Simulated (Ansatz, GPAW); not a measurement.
# STM contrast on a 3-layer slab of Cu(110), part 2 of 2

What would a tunnelling microscope show on a 3-layer slab of Cu(110)?

GPAW 26.7.0 and Ansatz 0.2.0; Ansatz plane waves; slab in vacuum with a dipole correction, relaxation (the session's first sound run).

So far, upper work function (eV): step 2 (relaxation) 4.43.

**3. The slab's potential**

The work function is the vacuum plateau of the electrostatic potential less the Fermi level; a dipole layer lets the two faces have plateaus of their own.

This step: GPAW, PAW setups; slab in vacuum (GPAW 26.7.0).

Contents of run.py:

```python
import json
import numpy as np
from ase import Atoms
from ase.dft.stm import STM
from gpaw import GPAW, PW

slab = Atoms(
    ['Cu', 'Cu', 'Cu'],
    positions=[
        [0.00000, 0.00000, 9.00000],
        [1.80500, 1.27633, 10.22537],
        [-0.00000, 0.00000, 11.45078]],
    cell=[[3.61, 0.0, 0.0], [0.0, 2.55266, 0.0], [0.0, 0.0, 20.55266]],
    pbc=[True, True, False])

slab.calc = GPAW(mode=PW(400), xc='PBE', kpts={'size': (9, 12, 1), 'gamma': True},
                 occupations={'name': 'fermi-dirac', 'width': 0.1}, nbands='140%',
                 convergence={'density': 1e-05}, maxiter=200,
                 poissonsolver={'dipolelayer': 'xy'},
                 symmetry={'tolerance': 1e-3}, txt='slab.txt')
result = {}
energy = slab.get_potential_energy()
fermi = slab.calc.get_fermi_level()
v = slab.calc.get_electrostatic_potential().mean((0, 1)) - fermi
n = slab.calc.get_pseudo_density().mean((0, 1))
L = slab.cell[2, 2]
z = np.arange(len(v)) * L / len(v)
low, high = slab.positions[:, 2].min(), slab.positions[:, 2].max()
below, above = np.interp([low - 6.8, high + 6.8], z, v)
slopes = [np.interp(x, z, np.gradient(v, z)) for x in (low - 6.8, high + 6.8)]
eps = np.array([[slab.calc.get_eigenvalues(k, s) for k in range(len(slab.calc.get_ibz_k_points()))]
                for s in range(slab.calc.get_number_of_spins())]) - fermi
top, bottom = eps[eps < 0].max(), eps[eps > 0].min()
dipole = slab.get_dipole_moment()[2]
print(f'energy {energy:.4f} eV, Fermi level {fermi:.4f} eV, dipole {dipole:.5f} e A')
print(f'potential 6.8 A off the faces, from the Fermi level: lower {below:.4f} eV, upper {above:.4f} eV')
print(f'slope of the potential there: lower {slopes[0]:.5f}, upper {slopes[1]:.5f} eV/A')
print(f'nearest levels on the mesh: {top:.4f} and {bottom:.4f} eV')
print('magnetic moment', round(slab.get_magnetic_moment(), 3))
result.update(energy=energy, fermi=fermi, dipole=dipole, below=below, above=above, slopes=slopes, edges=[top, bottom],
              z=z.tolist(), v=v.tolist(), n=n.tolist(), positions=slab.positions.tolist(),
              forces=slab.get_forces(apply_constraint=False).tolist(), moments=slab.get_magnetic_moments().tolist())

# Images need the states of the whole zone, up to time reversal
slab.calc = slab.calc.fixed_density(symmetry={'point_group': False}, txt='states.txt',
                                    convergence={'bands': 'CBM+1.8'})
stm = STM(slab)
result['stm'] = []
for bias in [-2.0, -1.0, 1.5]:
    height = high + 3.5
    current = stm.get_averaged_current(bias, height)
    x, y, h = stm.scan(bias, current)
    i, f = divmod(height / L * stm.ldos.shape[2], 1)
    I = abs((1 - f) * stm.ldos[:, :, int(i)] + f * stm.ldos[:, :, int(i) + 1])
    print(f'bias {bias} V: mean current at 3.5 A {current:.4e}, corrugation {np.ptp(h):.4f} A')
    result['stm'].append(dict(bias=bias, current=current, h=(h - high).tolist(), I=I.tolist()))
json.dump(result, open('result.json', 'w'))
```

Started as:

```sh
> OMP_NUM_THREADS=1 OPENBLAS_NUM_THREADS=1 python run.py
```

Numbers of over 12 decimals in the logs are rounded to 6 here.

What it wrote:

```text
energy -8.8714 eV, Fermi level -2.0508 eV, dipole -0.00001 e A
potential 6.8 A off the faces, from the Fermi level: lower 4.4163 eV, upper 4.4161 eV
slope of the potential there: lower -0.00010, upper 0.00008 eV/A
nearest levels on the mesh: -0.0073 and 0.1038 eV
magnetic moment 0.0
bias -2.0 V: mean current at 3.5 A 5.4392e-05, corrugation 0.1391 A
bias -1.0 V: mean current at 3.5 A 2.7606e-05, corrugation 0.1450 A
bias 1.5 V: mean current at 3.5 A 1.6194e-04, corrugation 0.1725 A
```

The job ended after 64 s (1 thread of Intel Xeon Platinum 8488C (Sapphire Rapids), shared host; peak memory 0.35 GiB).

Numbers from this step:

| Quantity | Value |
| --- | --- |
| dipole along the normal | -1.46e-5 e·Å |
| levels nearest the Fermi level on the mesh | -0.007268, 0.1038 eV from the Fermi level |
| upper work function | 4.416 eV |
| lower work function | 4.416 eV |
| corrugation -2 | 0.1391 Å |
| corrugation -1 | 0.1450 Å |
| corrugation 1.5 | 0.1725 Å |

The electrostatic potential energy of an electron (without an applied field's), less the Fermi level, planar mean by z:

```tsv
z (Å)	electrostatic potential energy of an electron (without an applied field's), less the Fermi level, planar mean (eV)
0	4.42
2	4.42
4	4.42
6	4.40
8	2.42
10	-9.48
12	-2.01
14	4.38
16	4.42
18	4.42
20	4.42
```

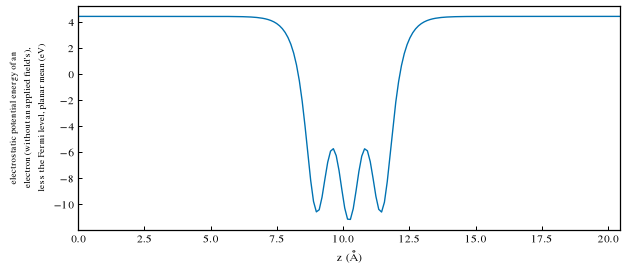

Electrostatic potential energy of an electron (without an applied field's), less the Fermi level, planar mean, plotted against z.

The pseudo valence density, planar mean oscillates, so the rows of the table below give means over windows of 1 Å about each position, cut where the curve ends. Its maxima inside the range that stand out by 2 % of the span (Å: e/Å³): 9.0: 1.53, 10.3: 1.55, 11.3: 1.44. Its minima: 9.6: 0.499, 10.9: 0.521.

Pseudo valence density, planar mean against z; means over each step:

```tsv
z (Å)	pseudo valence density, planar mean (e/Å³)
5	4.8e-5
6	6.1e-4
7	0.00736
8	0.122
9	1.000
10	1.02
11	0.891
12	0.514
13	0.0245
14	0.00184
15	1.5e-4
```

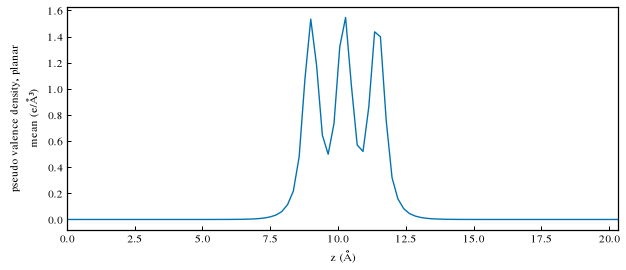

Pseudo valence density, planar mean, plotted against z.

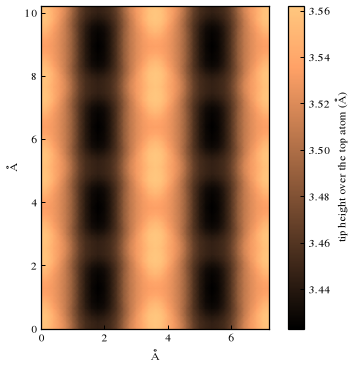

Tip height over the top atom over a1 and a2. Sample bias -2 V, constant current at the mean current 3.5 Å over the top atom. The cell is repeated, with its origin at the lower left corner.

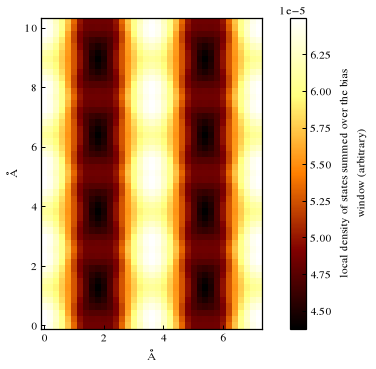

Local density of states summed over the bias window over a1 and a2. Sample bias -2 V, constant height 3.5 Å over the top atom. The cell is repeated, with its origin at the lower left corner.

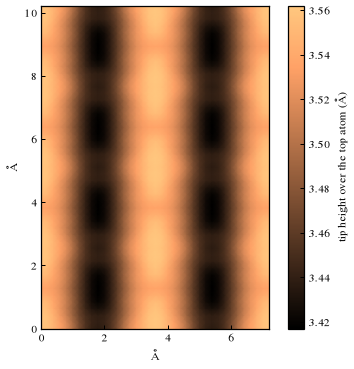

Tip height over the top atom over a1 and a2. Sample bias -1 V, constant current at the mean current 3.5 Å over the top atom. The cell is repeated, with its origin at the lower left corner.

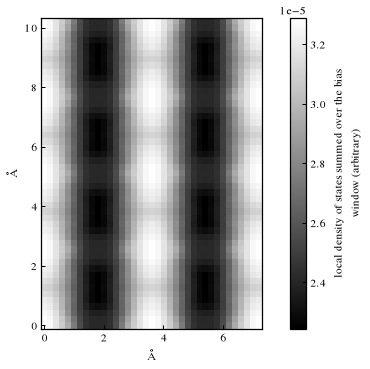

Local density of states summed over the bias window over a1 and a2. Sample bias -1 V, constant height 3.5 Å over the top atom. The cell is repeated, with its origin at the lower left corner.

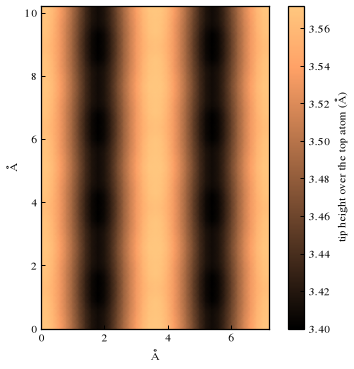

Tip height over the top atom over a1 and a2. Sample bias 1.5 V, constant current at the mean current 3.5 Å over the top atom. The cell is repeated, with its origin at the lower left corner.

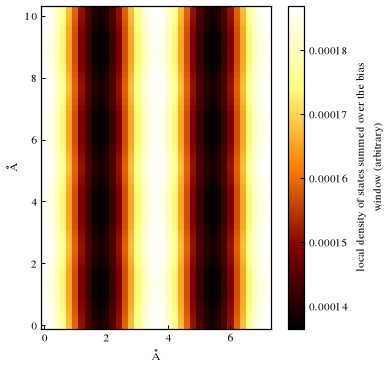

Local density of states summed over the bias window over a1 and a2. Sample bias 1.5 V, constant height 3.5 Å over the top atom. The cell is repeated, with its origin at the lower left corner.

Force by atom:

```tsv
atom	x (eV/Å)	y (eV/Å)	z (eV/Å)	size
Cu1	0.0000	0.0000	-0.0811	0.0811
Cu2	0.0000	0.0000	-0.0003	0.0003
Cu3	0.0000	0.0000	0.0805	0.0805
```

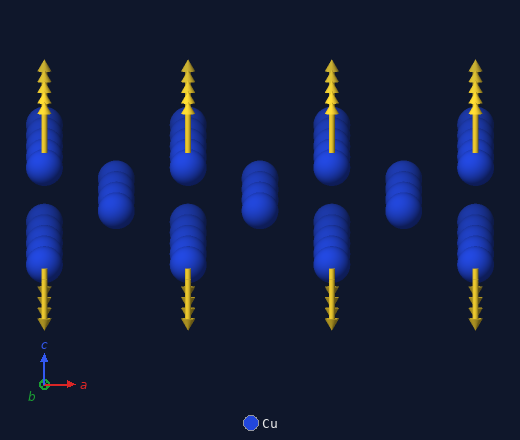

Force as arrows, the longest 0.0811 eV/Å. 3×4×1 cells are drawn. Some periodic images of atoms are drawn too.

The potential is flat to 9.9e-5 eV/Å where it is read, so the vacuum is wide enough. The geometry is the other program's minimum; here the largest force on a free atom is 0.081 eV/Å.

**4. A second plane-wave code**

A second program with its own datasets checks the number independently.

This step: Ansatz plane waves; slab in vacuum with a dipole correction (Ansatz 0.2.0).

Contents of input.yaml:

```yaml
crystal:
  lattice:
    - [3.61, 0.0, 0.0]
    - [0.0, 2.5526554801, 0.0]
    - [0.0, 0.0, 20.5526554801]
  atoms:
    - { symbol: Cu, position: [0.0, 0.0, 0.4378996188] }
    - { symbol: Cu, position: [0.5, 0.5, 0.4975205209] }
    - { symbol: Cu, position: [0.0, 0.0, 0.5571433694] }
kpoints:
  mp_grid: { grid: [9, 12, 1] }
hamiltonian:
  xc: pbe
scf:
  occupations: { method: fermi_dirac, width: 0.1 }
efield:
  axis: 3
  dipole_correction: true
  ramp_width: 0.05
output:
  forces: true
  band_densities:
    - { e_range: [-2.0, 0] }
    - { e_range: [-1.0, 0] }
    - { e_range: [0, 1.5] }
  write_potential: true
  write_density: true
  volumetric_format: npy
```

Started as:

```sh
> ansatz run input.yaml --threads 4 --pin off --max-ram 8192MiB --backend cpu --events-out ev --progress --plain --runs-dir out
```

What it wrote:

```text
[...]
Crystal: 3 atoms, lattice volume = 189.394 Å³
Basis set: ecut = 420 eV, 3717 PW (Γ), exchange–correlation on 50×36×288 points (8 copies of the dense FFT grid, shifted against one another)
Bands: 35, of which v1, the nominal top of the filled ones, is band 29 counted from 1 (28 counted from 0)
Symmetry: 4 space group operations
k-points: 35 of 108
[...]
SCF iter   1: F=—  HF=-19873.729931 eV  |F-HF|=—  |Δ(HF+E_count)|=         —  Δρ=1.85e-3  dr2=7.77e-3  ethr=1.77e-3  p=-0.000 e·Å  D=-4.56e-6 V/Å  ΔV_dip=0.00 eV  dr2_dipole=7.71e-13  V_vac-E_F(+/−)=4.45/4.45 eV  ⟨swp⟩=9.4  Hψ=5807  notcnv=0
[...]
SCF iter   9: F=-19873.735410 eV  HF=-19873.735410 eV  |F-HF|=2.05e-8  |Δ(HF+E_count)|=   6.08e-8  Δρ=6.12e-6  dr2=5.24e-8  ethr=1.75e-10  p=-0.000 e·Å  D=-3.52e-6 V/Å  ΔV_dip=0.00 eV  dr2_dipole=6.83e-12  V_vac-E_F(+/−)=4.43/4.43 eV  ⟨swp⟩=14.3  Hψ=9915  notcnv=0
SCF 1 converged in 9 iterations: F = -19873.735410 eV  dr2 = 5.24e-8
[...]
NSCF: frozen V_eff on 3 k-points
efield: sawtooth ramp at fractional position 0.9725 (kept from the solve that this one continues, or follows in the run), width 0.0500; the density the first Hamiltonian is built on has a dipole p = -0.000 e·Å; the dipole correction subtracts the counter field D = -3.52e-6 V/Å, which shifts the + side's vacuum level by +0.00 eV against the − side's; the planar-averaged density in the ramp window peaks in size at 1.7e-5 e/Å³
[...]
SCF converged after 9 iterations
Free energy (F): -19873.735410 eV
[...]
Internal energy: -19873.702271 eV  (E = F + TS)
E sigma→0 (E₀):  -19873.718840 eV
Entropy (-TS):   -0.033138 eV (-11.046 meV/atom)
Fermi energy:    -0.428482 eV
Dipole field:    D = -0.000007 V/Å  (p = -0.000007 e·Å, saw-weighted, corrected)
Work function:   Φ+ = 4.4253 eV   Φ− = 4.4252 eV
[...]
--- Forces (eV/Å), atoms counted from 1 ---
  atom   1  Cu     0.00000000     0.00000000     0.00153399
  atom   2  Cu     0.00000000     0.00000000     0.00006708
  atom   3  Cu    -0.00000000     0.00000000    -0.00157331
  max |Σ_I F_I| component: 2.78e-5 eV/Å
--- Band table (eV; the first three rows and the last of 35) ---
  k-point 0: bands = [... 25 lower, -2.0761, -1.8616, -1.7871, -1.7005, 0.5584, 3.3162, 3.3540, 3.9052, ... 2 higher]
  k-point 1: bands = [... 25 lower, -1.9663, -1.9450, -1.7814, -1.6850, 0.7431, 3.5104, 3.6094, 4.0659, ... 2 higher]
  k-point 2: bands = [... 25 lower, -2.0883, -1.9218, -1.8326, -1.4963, 1.2646, 3.9759, 4.4131, 4.5464, ... 2 higher]
  k-point 34: bands = [... 25 lower, -1.7536, -1.6754, 0.5505, 0.9734, 4.1291, 4.3350, 4.8946, 5.5324, ... 2 higher]
--- Band densities, each state counted as filled ---
  window                                       electrons  max residual (eV)  cut levels
  e_range: [-2, 0]                             12.648148             4.4e-9           0
  e_range: [-1, 0]                              1.185185             4.4e-9           0
  e_range: [0, 1.5]                             1.759259             4.9e-4           0
```

It took 5.4 s on 4 threads; peak memory 0.56 GiB.

In the SCF lines HF is the Harris–Foulkes energy and dr2 the Hartree energy of the density residual, in eV; the loop may stop once dr2 is under the threshold and the program's other checks hold. Hψ counts applications of the Hamiltonian.

Numbers from this step:

| Quantity | Value |
| --- | --- |
| upper work function | 4.425 eV |
| lower work function | 4.425 eV |
| dipole along the normal | -7.47e-6 e·Å |
| dipole field | -7.13e-6 V/Å |
| corrugation e range -2 0 3.5 | 0.1577 Å |
| decay e range -2 0 | 1.253 Å⁻¹ |
| apparent barrier e range -2 0 | 5.982 eV, hbar² kappa² / 2m (holds the in-plane momentum too) |
| corrugation e range -1 0 3.5 | 0.1585 Å |
| decay e range -1 0 | 1.252 Å⁻¹ |
| apparent barrier e range -1 0 | 5.968 eV, hbar² kappa² / 2m (holds the in-plane momentum too) |
| corrugation e range 0 1.5 3.5 | 0.1753 Å |
| decay e range 0 1.5 | 0.9306 Å⁻¹ |
| apparent barrier e range 0 1.5 | 3.300 eV, hbar² kappa² / 2m (holds the in-plane momentum too) |

Table of electrostatic potential energy of an electron (with the applied field's), less the Fermi level, planar mean by z:

```tsv
z (Å)	electrostatic potential energy of an electron (with the applied field's), less the Fermi level, planar mean (eV)
0	4.43
1	4.43
2	4.43
3	4.43
4	4.43
5	4.42
6	4.41
7	4.27
8	2.42
9	-9.56
10	-9.62
11	-8.36
12	-3.38
13	3.93
14	4.39
15	4.42
16	4.43
17	4.43
18	4.43
19	4.43
20	4.43
```

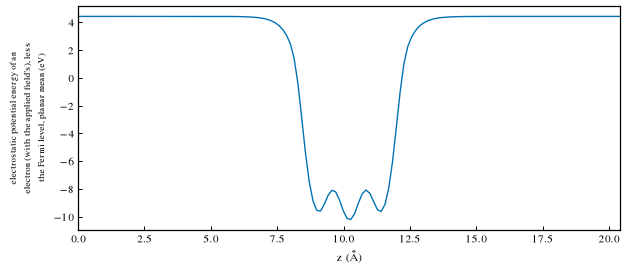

Electrostatic potential energy of an electron (with the applied field's), less the Fermi level, planar mean, plotted against z.

The valence density, planar mean oscillates, so the rows of the table below give means over windows of 2 Å about each position, cut where the curve ends. Its maxima inside the range that stand out by 2 % of the span (Å: e/Å³): 9.0: 2.93, 10.3: 2.92, 11.4: 2.92. Its minima: 9.6: 0.689, 10.8: 0.669.

Valence density, planar mean against z; means over each step:

```tsv
z (Å)	valence density, planar mean (e/Å³)
4	6.7e-6
6	0.00110
8	0.520
10	1.60
12	0.964
14	0.00347
16	2.2e-5
```

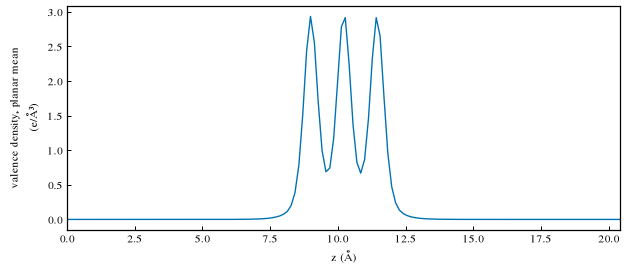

Valence density, planar mean against z.

E_range_-2_0. The planar mean of the window's density by height over the top atom:

```tsv
height over the top atom (Å)	planar mean of the window's density (e/Å³)
1.50	0.0126
1.90	0.00500
2.50	0.00121
2.90	4.6e-4
3.50	1.1e-4
3.90	3.9e-5
4.50	8.6e-6
4.90	3.1e-6
5.50	6.7e-7
5.90	2.4e-7
6.50	5.1e-8
6.90	1.8e-8
7.50	3.8e-9
7.90	1.3e-9
```

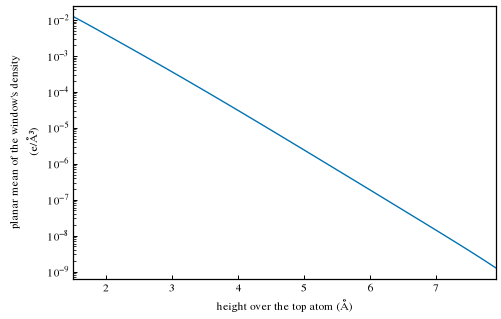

Planar mean of the window's density against height over the top atom.

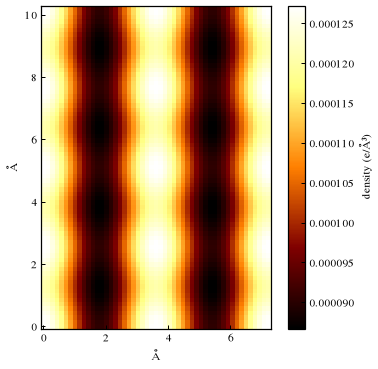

Density over a1 and a2. Constant height 3.5 Å over the top atom, window e_range_-2_0. The cell is repeated, with its origin at the lower left corner.

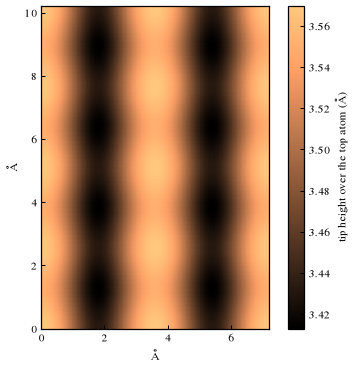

Tip height over the top atom over a1 and a2. Constant current at the density 1.061e-04 e/Å^3, window e_range_-2_0. The cell is repeated, with its origin at the lower left corner.

E_range_-1_0. Table of planar mean of the window's density by height over the top atom:

```tsv
height over the top atom (Å)	planar mean of the window's density (e/Å³)
1.5	0.00518
2.0	0.00181
2.5	5.9e-4
3.0	1.8e-4
3.5	5.4e-5
4.0	1.5e-5
4.5	4.4e-6
5.0	1.2e-6
5.5	3.3e-7
6.0	9.1e-8
6.5	2.5e-8
7.0	6.7e-9
7.5	1.8e-9
```

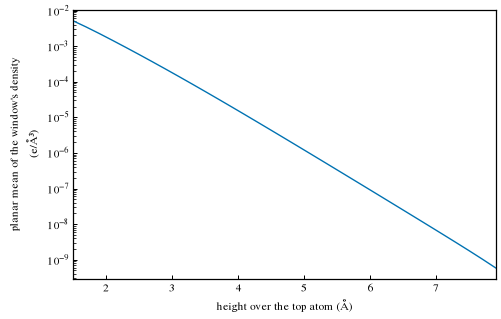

Planar mean of the window's density, plotted against height over the top atom.

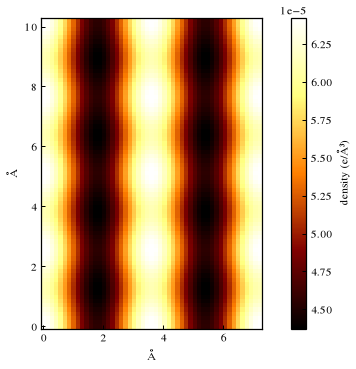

Density over a1 and a2. Constant height 3.5 Å over the top atom, window e_range_-1_0. The cell is repeated, with its origin at the lower left corner.

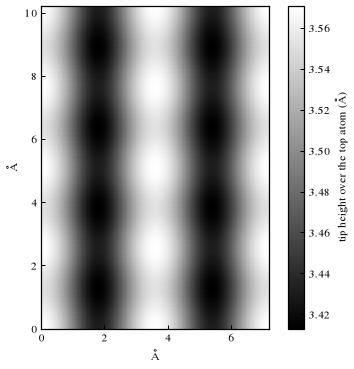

Tip height over the top atom over a1 and a2. Constant current at the density 5.355e-05 e/Å^3, window e_range_-1_0. The cell is repeated, with its origin at the lower left corner.

E_range_0_1.5. Table of planar mean of the window's density by height over the top atom:

```tsv
height over the top atom (Å)	planar mean of the window's density (e/Å³)
1.50	0.0110
1.90	0.00564
2.50	0.00195
2.90	9.5e-4
3.50	3.2e-4
3.90	1.5e-4
4.50	4.9e-5
4.90	2.3e-5
5.50	7.4e-6
5.90	3.5e-6
6.50	1.1e-6
6.90	5.3e-7
7.50	1.8e-7
7.90	9.5e-8
```

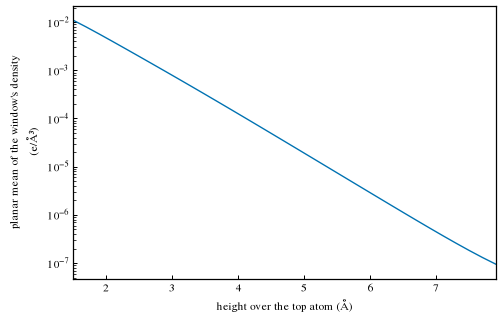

Planar mean of the window's density, plotted against height over the top atom.

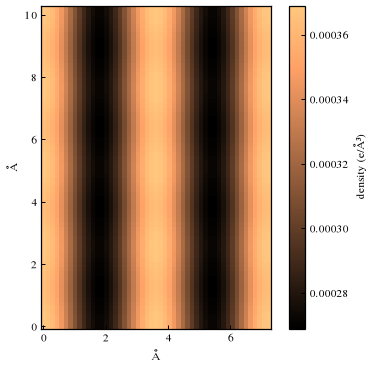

Density over a1 and a2. Constant height 3.5 Å over the top atom, window e_range_0_1.5. The cell is repeated, with its origin at the lower left corner.

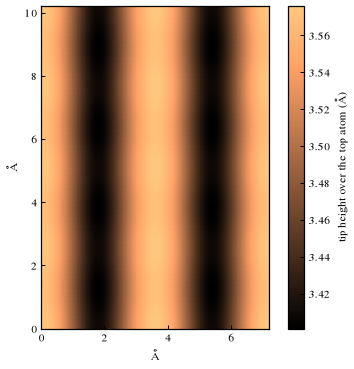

Tip height over the top atom over a1 and a2. Constant current at the density 3.179e-04 e/Å^3, window e_range_0_1.5. The cell is repeated, with its origin at the lower left corner.

The upper face's work function is 4.425 eV, against 4.416 eV in the first plane-wave PBE run at this geometry.

**5. Side by side**

Results and costs are gathered.

This step: comparison of work functions, dipole and cost (GPAW 26.7.0).

Ladder, by row:

```tsv
step	code	work function, upper (eV)	work function, lower (eV)	dipole (e Å)	wall time (s)	peak memory (GiB)	threads
pw	GPAW	4.416	4.416	-1.46e-5	64.11	0.35	1
ansatz	Ansatz	4.425	4.425	-7.47e-6	5.36	0.564	4
```

**6. Results**

| Quantity | Value |
| --- | --- |
| work function, both faces | 4.42 eV |
| dipole along the normal | -1.5e-5 e Å, near the numerical noise |
| corrugation at -2 V | 0.139 Å |
| corrugation at -1 V | 0.145 Å |
| corrugation at 1.5 V | 0.172 Å |

**Reading.** The corrugation at constant current is largest at 1.5 V, where the tip height varies by 0.17 Å over the cell. Negative sample bias images filled states, positive bias empty ones. The two plane-wave codes differ by 0.0092 eV on the upper face. The images are of Tersoff-Hamann type: an s-wave tip, no tip-sample forces, heights closer than in a microscope. Ansatz gives corrugations of 0.16 Å at -2 V (GPAW 0.14), 0.16 Å at -1 V (GPAW 0.14) and 0.18 Å at 1.5 V (GPAW 0.17). GPAW's time includes a further run over the whole zone for the images, so the two times are not like for like. The slab is only 2.5 Å thick between its outer nuclei, so the values belong to this film more than to the surface of the bulk metal. The in-plane lattice was kept as typed, which isn't the functional's own and leaves some strain; spin-orbit coupling and temperature are left out.

[Logs are printed without paths, hosts, clocks, repeated set-up lines and the standing remarks that a program may print on its own settings, such as how far it seeks lower states.]

[Hosts, paths, dates, database ids (printed as entryN), source tags and the programs' standing remarks are cut or masked in the printed files.]
